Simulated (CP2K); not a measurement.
**AM1 run of C3H5BO (SMILES C=C1CBO1)**

Aim: the vertical ionisation energy of C3H5BO at AM1, from 2 runs. 

Program for the calculation: CP2K 2026.2.

6 further runs of the same task are left out: 2 that didn't finish, 4 set aside as unsound or not needed.

### Step 1. The structure to begin with

C3H5BO: 10 atoms, total charge 0, spin state singlet. SMILES: `C=C1CBO1`. The coordinates come from a GFN2-xTB relaxation.

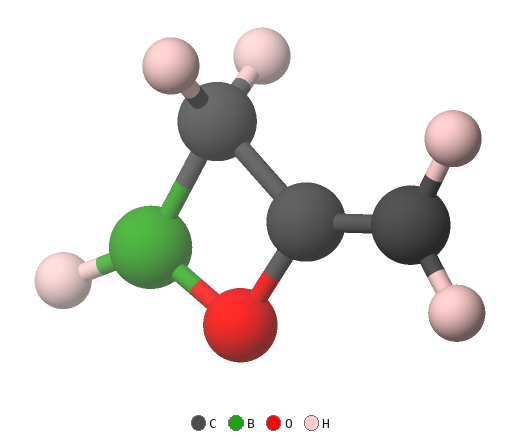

Viewed from a chosen angle; carbon dark grey, boron green, oxygen red, hydrogen pink.

### Step 2. Energy and gradient at AM1

The input, molecule.pdb:

```
HETATM    1 C    MOL A   1      -1.575   0.732  -0.128  1.00  0.00           C
HETATM    2 C    MOL A   1      -0.343   0.271  -0.170  1.00  0.00           C
HETATM    3 C    MOL A   1       0.498  -0.699   0.625  1.00  0.00           C
HETATM    4 B    MOL A   1       1.548  -0.232  -0.483  1.00  0.00           B
HETATM    5 O    MOL A   1       0.651   0.605  -1.087  1.00  0.00           O
HETATM    6 H    MOL A   1      -1.934   1.448  -0.845  1.00  0.00           H
HETATM    7 H    MOL A   1      -2.256   0.398   0.633  1.00  0.00           H
HETATM    8 H    MOL A   1       0.119  -1.718   0.611  1.00  0.00           H
HETATM    9 H    MOL A   1       0.641  -0.405   1.663  1.00  0.00           H
HETATM   10 H    MOL A   1       2.650  -0.401  -0.819  1.00  0.00           H
END
```

The input, gas.inp:

```
&GLOBAL
 PROJECT gas
 RUN_TYPE ENERGY_FORCE
 PRINT_LEVEL MEDIUM
&END GLOBAL

&FORCE_EVAL
 METHOD Quickstep
 &DFT
  CHARGE 0
  MULTIPLICITY 1
  &QS
   METHOD AM1
   EPS_DEFAULT 1.0E-10
   &SE
    &COULOMB
     CUTOFF [angstrom] 50
     RC_RANGE [angstrom] 0
    &END COULOMB
    &EXCHANGE
     CUTOFF [angstrom] 50
     RC_RANGE [angstrom] 0
    &END EXCHANGE
   &END SE
  &END QS
  &POISSON
   PERIODIC NONE
   POISSON_SOLVER ANALYTIC
  &END POISSON
  &SCF
   SCF_GUESS ATOMIC
   EPS_SCF 1.0E-06
   MAX_SCF 100
   ADDED_MOS 4
   &DIAGONALIZATION
    ALGORITHM STANDARD
   &END DIAGONALIZATION
   &MIXING
    METHOD DIRECT_P_MIXING
    ALPHA 0.4
   &END MIXING
  &END SCF
  &PRINT
   &MOMENTS
    PERIODIC F
    REFERENCE COM
    MAX_MOMENT 1
   &END MOMENTS
   &MO ON
    ENERGIES T
    OCCUPATION_NUMBERS T
    NDIGITS 6
    &EACH
     QS_SCF 0
    &END EACH
    ADD_LAST NUMERIC
   &END MO
   &HIRSHFELD OFF
   &END HIRSHFELD
  &END PRINT
 &END DFT
 &SUBSYS
  &CELL
   ABC [angstrom] 12.9 11.2 10.7
   PERIODIC NONE
  &END CELL
  &TOPOLOGY
   COORD_FILE_NAME molecule.pdb
   COORD_FILE_FORMAT PDB
   CONN_FILE_FORMAT OFF
   &CENTER_COORDINATES
   &END CENTER_COORDINATES
  &END TOPOLOGY
 &END SUBSYS
 &PRINT
  &FORCES ON
  &END FORCES
 &END PRINT
&END FORCE_EVAL
```

Command:

```sh
OMP_NUM_THREADS=1 cp2k.psmp -i gas.inp > gas.out 2>&1
```

Standard output:

```text
CP2K| version string:                                       CP2K version 2026.2
[...]
 GLOBAL| Method name                                                        CP2K
[...]
 GLOBAL| Run type                                                   ENERGY_FORCE
[...]
                             - Atoms:                                         10
[...]
                             - Spherical basis functions:                     25
[...]
 Number of electrons:                                                         26
[...]
     1 P_Mix/Diag. 0.40E+00    0.0     0.77863315       -23.0961939800 -2.31E+01
[...]
    15 DIIS/Diag.  0.25E-06    0.0     0.00000076       -30.9277234983 -5.49E-11
  *** SCF run converged in    15 steps ***
  Core-core repulsion energy [eV]:                           1837.91677310929822
  Core Hamiltonian energy [eV]:                             -1325.32318173385897
  Two-electron integral energy [eV]:                        -2708.35949459423136
  Electronic energy [eV]:                                   -2679.50292903097488
  Total energy [eV]:                                         -841.58615592167644
  Atomic reference energy [eV]:                               841.24178841819958
  Heat of formation [kcal/mol]:                                -7.94130391486605
[...]
 SE_DIPOLE| Moment [Debye]         -0.11910882       0.86379795      -1.02670399
 SE_DIPOLE| Derivative [a.u.]       0.00000000       0.00000000       0.00000000
 ENERGY| Total FORCE_EVAL ( QS ) energy [hartree]            -30.927723498301830
 FORCES| Atomic forces [hartree/bohr]
 FORCES|   Atom     x               y               z               |f|
 FORCES|      1  2.45816517E-03  7.58607962E-04 -2.24632464E-03   3.41526521E-03
 FORCES|      2 -3.35254589E-03 -1.34085437E-02  1.85772617E-02   2.31547675E-02
 FORCES|      3 -3.85028555E-04  7.15899374E-03 -7.90839950E-03   1.06743722E-02
 FORCES|      4 -6.55832608E-03 -1.63239496E-02  2.37227045E-02   2.95338735E-02
 FORCES|      5  7.74177567E-03  2.59655681E-02 -3.64307515E-02   4.54020426E-02
 FORCES|      6 -7.34358427E-03  1.10552849E-02 -1.01630220E-02   1.67162965E-02
 FORCES|      7 -1.15537938E-02 -4.16553258E-03  1.10198932E-02   1.65009048E-02
 FORCES|      8  5.02982642E-04 -1.49083444E-02 -4.83468323E-03   1.56807489E-02
 FORCES|      9  8.64796217E-03  5.61275777E-03  1.09825834E-02   1.50634471E-02
 FORCES|     10  9.84239294E-03 -1.74484223E-03 -2.71926202E-03   1.03591293E-02
 FORCES| Sum     2.63677968E-16 -1.76941795E-16 -9.71445147E-16
 FORCES| Total atomic force                                       1.02202747E-15
[...]
```

Wall time 0.26 s (1 thread of Arm Neoverse V1, shared host).

### Step 3. The doublet cation at the same level

molecule.pdb is that of step 2.

The input, calc.inp:

```
&FORCE_EVAL
  METHOD QUICKSTEP
  &DFT
    CHARGE 1
    MULTIPLICITY 2
    SPIN_POLARIZED T
    # Quickstep
    &QS
      METHOD AM1
      EPS_DEFAULT 1.0E-10
      &SE
        &COULOMB
          CUTOFF [angstrom] 50
          RC_RANGE [angstrom] 0
        &END COULOMB
        &EXCHANGE
          CUTOFF [angstrom] 50
          RC_RANGE [angstrom] 0
        &END EXCHANGE
      &END SE
    &END QS
    # no periodic images
    &POISSON
      PERIODIC NONE
      POISSON_SOLVER ANALYTIC
    &END POISSON
    # self-consistent field
    &SCF
      SCF_GUESS ATOMIC
      EPS_SCF 1.0E-06
      MAX_SCF 30
      &OT
        MINIMIZER DIIS
        PRECONDITIONER FULL_ALL
      &END OT
      &OUTER_SCF
        EPS_SCF 1.0E-06
        MAX_SCF 5
      &END OUTER_SCF
    &END SCF
    &PRINT
      &MOMENTS
        PERIODIC F
        REFERENCE COM
        MAX_MOMENT 1
      &END MOMENTS
      &MO_CUBES
        NLUMO 5
        NHOMO -1
        WRITE_CUBE F
      &END MO_CUBES
      &HIRSHFELD OFF
      &END HIRSHFELD
    &END PRINT
  &END DFT
  &SUBSYS
    &CELL
      ABC 12.9 11.2 10.7
      PERIODIC NONE
    &END CELL
    &TOPOLOGY
      COORD_FILE_NAME molecule.pdb
      COORD_FILE_FORMAT PDB
      CONN_FILE_FORMAT OFF
      &CENTER_COORDINATES
      &END CENTER_COORDINATES
    &END TOPOLOGY
  &END SUBSYS
  # extra output
  &PRINT
    &FORCES ON
    &END FORCES
  &END PRINT
&END FORCE_EVAL
&GLOBAL
  PROJECT calc
  RUN_TYPE ENERGY_FORCE
  PRINT_LEVEL MEDIUM
&END GLOBAL
```

Command:

```sh
OMP_NUM_THREADS=1 cp2k.psmp -i calc.inp > calc.out 2>&1
```

Standard output:

```text
CP2K| version string:                                       CP2K version 2026.2
[...]
 GLOBAL| Method name                                                        CP2K
[...]
 GLOBAL| Run type                                                   ENERGY_FORCE
[...]
                             - Atoms:                                         10
[...]
                             - Spherical basis functions:                     25
[...]
 Number of electrons:                                                         13
[...]
     1 OT DIIS     0.15E+00    0.0     0.19316743       -24.4579675682 -2.45E+01
[...]
    15 OT DIIS     0.15E+00    0.0     0.00000085       -30.5800168600 -5.27E-10
  *** SCF run converged in    15 steps ***
  Core-core repulsion energy [eV]:                           1837.91677310929822
  Core Hamiltonian energy [eV]:                             -1293.61467862096879
  Two-electron integral energy [eV]:                        -2752.85334321092751
  Electronic energy [eV]:                                   -2670.04135022643277
  Total energy [eV]:                                         -832.12457711713455
  Atomic reference energy [eV]:                               841.24178841819958
  Heat of formation [kcal/mol]:                               210.24790395964399
[...]
 SE_DIPOLE| Moment [Debye]          2.38601202       0.16905180      -1.41438953
 SE_DIPOLE| Derivative [a.u.]       0.00000000       0.00000000       0.00000000
 *** WARNING in qs_scf_post_se.F:140 :: Printing of MO cube files not ***
 *** implemented for Semi-Empirical method.                           ***
 ENERGY| Total FORCE_EVAL ( QS ) energy [hartree]            -30.580016860099057
 FORCES| Atomic forces [hartree/bohr]
 FORCES|   Atom     x               y               z               |f|
 FORCES|      1 -8.76171787E-02  3.63793648E-02 -1.60408676E-03   9.48830927E-02
 FORCES|      2  1.37494116E-01 -4.00079218E-02 -1.88112713E-02   1.44426900E-01
 FORCES|      3 -4.88944626E-03  1.27488931E-02 -1.26409280E-02   1.86073646E-02
 FORCES|      4  3.37282479E-02 -4.45923498E-02  3.90806212E-02   6.82155944E-02
 FORCES|      5 -6.81119765E-02  3.99768559E-02 -1.61581839E-02   8.06131332E-02
 FORCES|      6 -1.16363446E-02  1.76600245E-02 -1.62776411E-02   2.66878733E-02
 FORCES|      7 -1.82114542E-02 -6.68546943E-03  1.75379566E-02   2.61521029E-02
 FORCES|      8 -1.29722086E-03 -1.90276722E-02 -2.98451726E-03   1.93039487E-02
 FORCES|      9  8.31138034E-03  5.20966071E-03  1.58265970E-02   1.86199028E-02
 FORCES|     10  1.22298772E-02 -1.66138575E-03 -3.96854659E-03   1.29645463E-02
 FORCES| Sum    -2.77555756E-17 -2.77555756E-17  2.63677968E-16
 FORCES| Total atomic force                                       2.66583598E-16
[...]
```

Wall time 0.92 s (1 thread of Arm Neoverse V1, shared host).

### Step 4. Summary of results

Level: AM1.

```
                                                 quantity           value
                             singlet C3H5BO: total energy    -30.92772 Eh
                            singlet C3H5BO: dipole moment          1.35 D
                              singlet C3H5BO: HOMO energy        -9.94 eV
                              singlet C3H5BO: LUMO energy         1.17 eV
                            singlet C3H5BO: HOMO–LUMO gap        11.11 eV
singlet C3H5BO: heat of formation at this unrelaxed shape   -7.9 kcal/mol
                 singlet C3H5BO: largest force on an atom      2.335 eV/Å
                             doublet cation: total energy    -30.58002 Eh
doublet cation: heat of formation at this unrelaxed shape  210.2 kcal/mol
                 doublet cation: largest force on an atom      7.427 eV/Å
       vertical ionisation energy (to the doublet cation)        9.462 eV
```

What this shows: The vertical ionisation energy comes to 9.46 eV (218 kcal/mol). The largest force (singlet C3H5BO) is 2.33 eV/Å: the shape isn't a stationary point for this species at this level.
